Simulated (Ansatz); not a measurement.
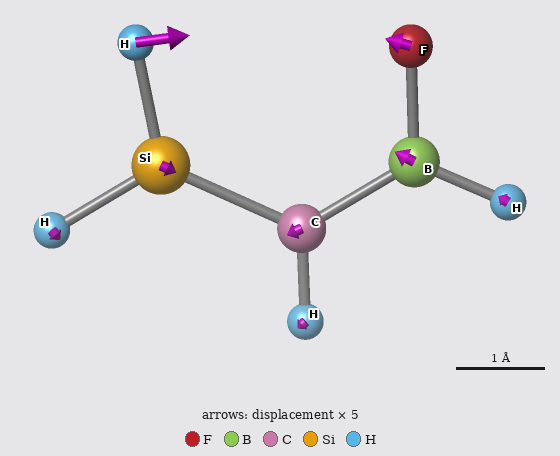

A relaxation of CH$_{4}$BFSi. The starting structure is drawn; purple arrows show the displacements, 5 times their true length. The two geometries are superimposed by the best rigid fit.

The picture is a ball-and-stick view, seen at a tilt.

All numbers below come from Ansatz, RKS PBE0-D4/def2-TZVP. Settings: force threshold 0.005 eV/Å; at most 200 steps.

Q: Which element moves most?

A: Hydrogen: up to 0.13 Å, against 0.06 Å for fluorine.

Q: What happened in the run?

A: After 8 accepted moves (9 points after the start) the energy has fallen by 0.092 eV. Largest force component: 1.4 eV/Å at the start, 0.00068 eV/Å at the end. The line search rejected the trial step at point 4 of the run. An H atom moves most after the best rigid fit: 0.13 Å. Largest moves by element: H 0.13 Å, F 0.06 Å, B 0.05 Å, Si 0.04 Å, C 0.04 Å. Some distances before and after: C–Si 1.775 → 1.711 Å, B–H 1.177 → 1.201 Å, H–Si 1.463 → 1.481 Å, B–C 1.507 → 1.519 Å. Among the angles between lasting bonds that change: H–Si–H 109.8° → 113.2°, C–Si–H 125.9° → 123.2°, B–C–Si 124.6° → 122.1°.
